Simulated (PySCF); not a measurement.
**C4H10NOSi (SMILES [O]N1CC[SiH2]CC1) (doublet): density, localisation and related maps**

```
atom    x (Å)    y (Å)    z (Å)
   O  -2.3144   0.0448  -1.0282
   N  -1.4483   0.1265  -0.0933
   C  -0.9726  -1.0644   0.5589
   C   0.3569  -1.5552  -0.0341
  Si   1.6503  -0.1586   0.0148
   C   0.6428   1.3533  -0.5544
   C  -0.7345   1.3562   0.1259
   H  -1.7480  -1.8256   0.4399
   H  -0.8435  -0.8467   1.6248
   H   0.6782  -2.4409   0.5129
   H   0.1765  -1.8663  -1.0639
   H   2.7787  -0.4295  -0.8761
   H   2.1048   0.0437   1.3981
   H   1.1444   2.2949  -0.3340
   H   0.4898   1.3195  -1.6338
   H  -0.6128   1.4978   1.2054
   H  -1.3553   2.1624  -0.2731
```

Geometry: GFN2-xTB.

Method: PySCF 2.14.0, density-fitted response routines, UKS B3LYP, pcH-1 on C H N O Si, non-relativistic, mean-field spin-orbit, GIAO.

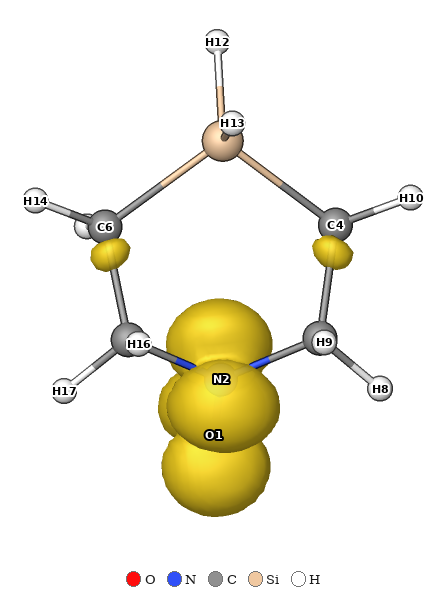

Figure 1. Isosurfaces of the spin density (α minus β) at +0.04 (yellow) and −0.04 e/Å³ (cyan), seen across its widest extent.

Question: Describe the spin distribution.

Answer: The unpaired spin (1 electron) lies mostly on O1 (about 0.5) and N2 (about 0.4), in electrons by Hirshfeld's partition. Only one sign reaches the isovalue.

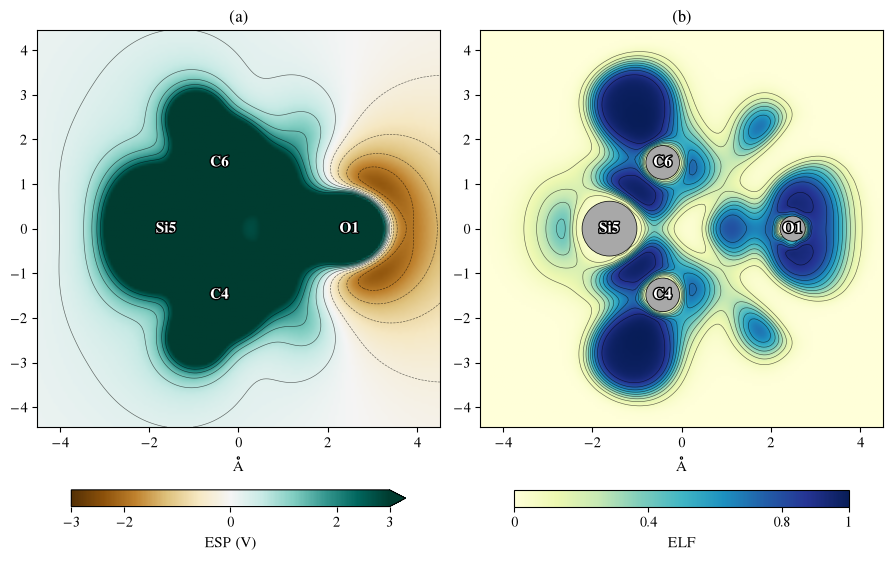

Figure 2. (a) molecular electrostatic potential; (b) electron localisation function on the plane of atoms C4, Si5 and C6. Grey discs cover the atomic cores in the ELF map.

Question: Describe what can be read from this map.

Answer: The section cuts through O, C and Si sites. C–Si (1.90 Å): the ELF peaks at about 0.95 between the atoms (a covalent bond). The ELF also peaks beside O1 and N2, away from the bonds: non-bonding electrons, paired or unpaired. Outside the dense part of the molecule the potential is most negative (−2.3 V) near O1.

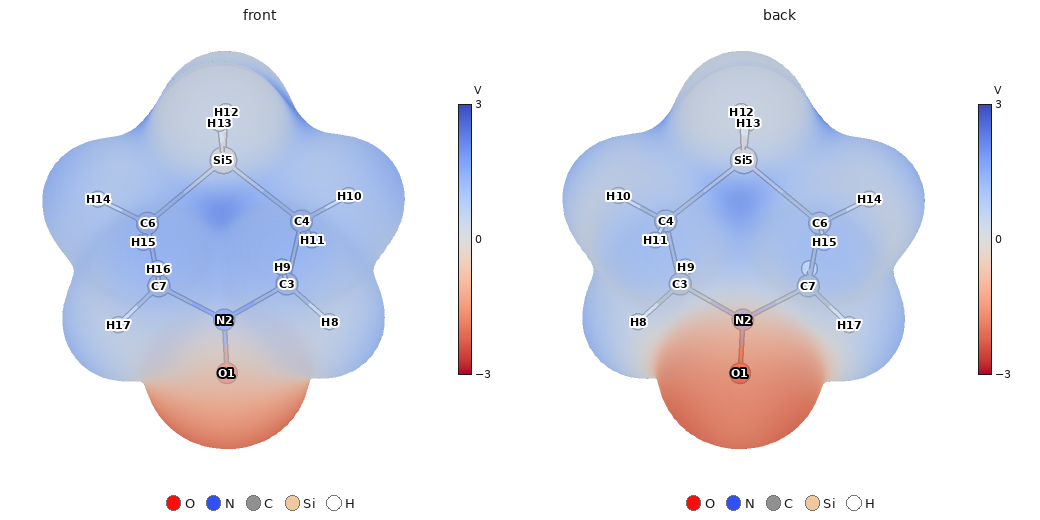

Figure 3. The molecular electrostatic potential painted on the density surface at 0.004 e/bohr³, seen from the front and from behind; the colour scale runs from red (negative) to blue (positive).

Question: Where is the surface potential most negative and most positive?

Answer: The most negative region (about −2.0 V, or −46 kcal/mol for a unit charge) lies over O1, the most positive (about +1.9 V, or +44 kcal/mol for a unit charge) over Si5. O1 is the likeliest acceptor of a hydrogen bond.
